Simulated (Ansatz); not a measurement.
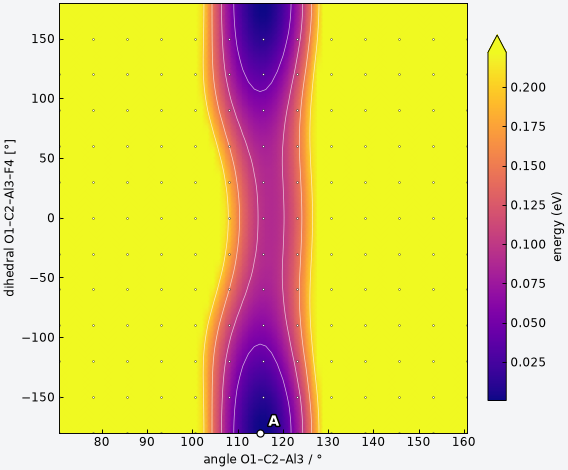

CH2AlFO, SMILES O=[CH][AlH][F]. Coordinates scanned: (1) angle O1–C2–Al3; (2) dihedral O1–C2–Al3–F4. Nothing is relaxed (all other coordinates rigid). Grid: 13 × 12 points; 137 points were computed and 19 follow by symmetry. Points are written as (first, second). Energies: eV, counted from the relaxed molecule at the same level. Method: RKS PBE0-D4/def2-TZVP in Ansatz.

Drawn: a smooth colour map with a few white contour lines, dots at the grid points, one colour for all values above the top of the scale, the point A. Between grid points the surface is interpolated.

> Find the lowest pass out of the well at A.

The easiest path leads from the well at (115.6°, −180°) to its copy one period on. Its highest point lies about 0.089 eV above the bottom of the first well on the interpolated surface, at about (117°, −10°). The start is the relaxed structure and all else is held, so a fully relaxed path at this level can only be lower.

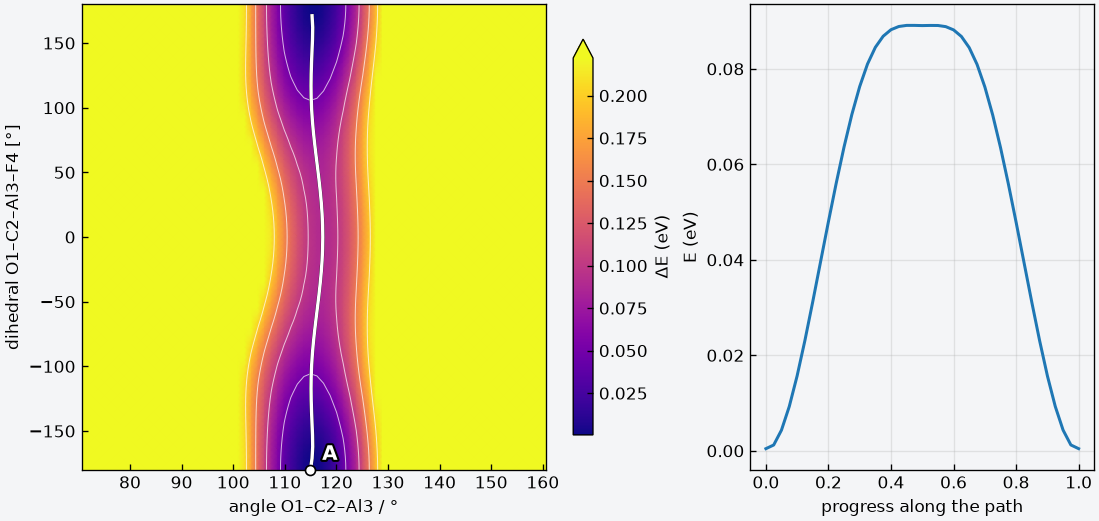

In the figure: a smooth colour map with a few white contour lines, a line along the lowest path, one colour for all values above the top of the scale, the energy along the path at the right. Between grid points the surface is interpolated.
